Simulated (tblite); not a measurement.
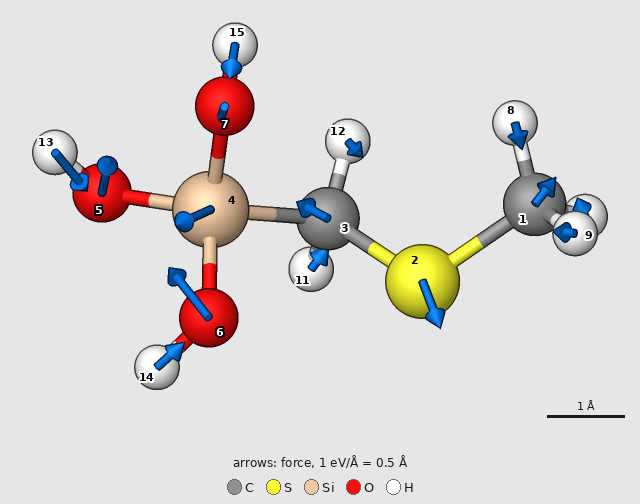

Starting geometry of C₂H₈O₃SSi with the computed forces as blue arrows. Style: ball-and-stick. Shown at a tilt.

Computed with GFN2-xTB geometry optimisation, gas phase (tblite). 

Is this structure relaxed? If not, where do the atoms go?

It isn't relaxed: the largest force vector, on an O atom, is 2.38 eV/Å. The final displacements follow the starting forces only in part (cosine between the two patterns 0.39). An H atom moves most after the best rigid fit: 1.34 Å. Largest moves by element: H 1.34 Å, O 0.73 Å, S 0.58 Å, C 0.49 Å, Si 0.31 Å. Near-neighbour distances that change, for instance: O–Si 1.715 → 1.629 Å, O–Si 1.697 → 1.625 Å, H–O 1.006 → 0.952 Å, C–S 1.790 → 1.829 Å. Among the angles between lasting bonds that change: C–S–C 113.7° → 99.4°, Si–O–H 106.1° → 119.0°, Si–O–H 107.6° → 119.0°. Groups turn about O–Si by about 150°, O–Si by about 130°, O–Si by about 100°. The energy falls by 1.194 eV in 170 geometry steps.
